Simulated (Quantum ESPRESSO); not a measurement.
Consider GdO (F-43m).

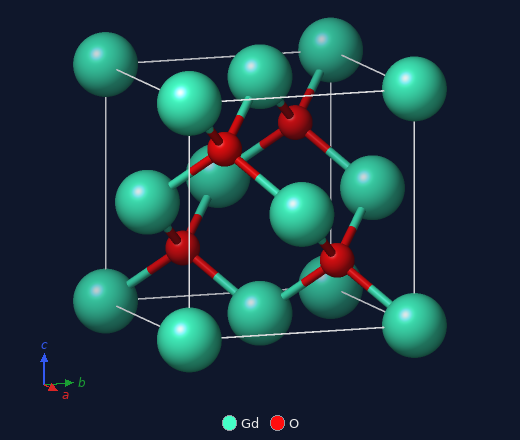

The structure (gadolinium teal, oxygen red). Bonds to atoms that aren't drawn are left out. Some periodic images of atoms are drawn too.

```xyz
2
Lattice="0.0000 2.7000 2.7000 2.7000 0.0000 2.7000 2.7000 2.7000 0.0000" Properties=species:S:1:pos:R:3 pbc="T T T"
Gd    0.0000    0.0000    0.0000
O     4.0500    4.0500    4.0500
```

Absorber: atom 1, with 4 O at 2.34 Å (tetrahedral, site symmetry -43m). Method: Quantum ESPRESSO XSpectra, LDA, excited-electron core hole (neutral cell), 8-atom cell with 5.4 Å between holes, 5×5×5 k points, dipole transitions, Lorentzian half width 2 eV (not a setting of the program: the run's 0.4 eV curve was folded afterwards with a further Lorentzian), without spin-orbit coupling.

**Question.** Predict the near-edge structure at the Gd L₃ edge.

Main maxima up to 30 eV above the zero (height): 3.4 eV (1.92) and 17.0 eV (0.71). At an L edge the dipole rule selects empty d (and weakly s) states on the absorber, and the strong line at the onset measures the empty part of its d band. 

The Gd L₃ spectrum (energy from the energy zero of the input (xe0, at the border of filled and empty states); intensity scaled to a mean of 1 over the first 20 eV; folded afterwards to Lorentzian half width 2 eV; the points at xe0, where the cut of filled states can leave a spike, are interpolated):

```csv
E (eV),intensity
-2.0,0.57
-0.5,1.06
1.0,1.59
2.5,1.83
4.0,1.85
5.5,1.33
7.0,0.93
8.5,0.78
10.0,0.74
11.5,0.69
13.0,0.63
14.5,0.61
16.0,0.69
17.5,0.71
19.0,0.66
20.5,0.62
22.0,0.59
23.5,0.58
25.0,0.62
26.5,0.67
28.0,0.71
29.5,0.72
31.0,0.72
```

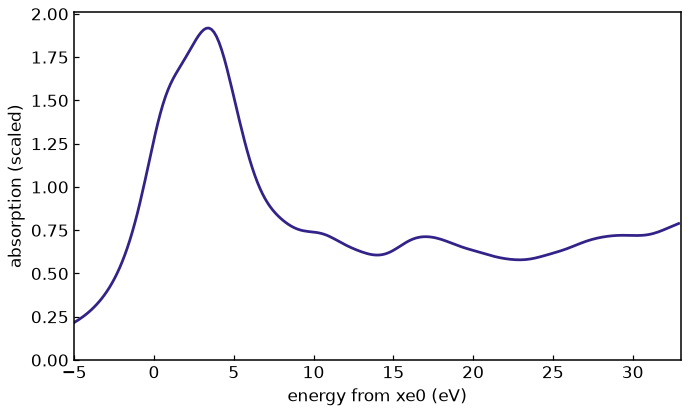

The Gd L₃ edge.

Only the L₃ part is meant: spin–orbit coupling of the core level isn't computed and the L₂ copy isn't added. The run has no spin polarisation, although Gd can carry a moment. Lanthanide 4f electrons are frozen in the core. The unit cell's mesh shows no gap over 0.35 eV. That is right for a metallic compound; for a small-gap or correlated insulator it would be the fault of the functional or of the assumed magnetic order, and the hole would be screened too well. The holes are only 5.4 Å apart, so the shape is probably not converged with cell size; no larger cell was run here. The structure is a published determination, not relaxed.

[Banner, clock and machine lines of the logs are left out without a mark of their own.]

[Logs are printed without paths, hosts, clocks, repeated set-up lines and the standing remarks that a program may print on its own settings, such as how far it seeks lower states.]

[Hosts, paths, dates, database ids (printed as entryN), source tags and the programs' standing remarks are cut or masked in the printed files.]

[Lists of maxima count a maximum above −3 eV only where it reaches 4 % of the highest in the window and stands out from its surroundings by 2 % of it (1.5 % where it reaches 55 %); shoulders and weaker maxima are passed over, and of the rest the first, up to two pre-edge ones and the few strongest are named.]
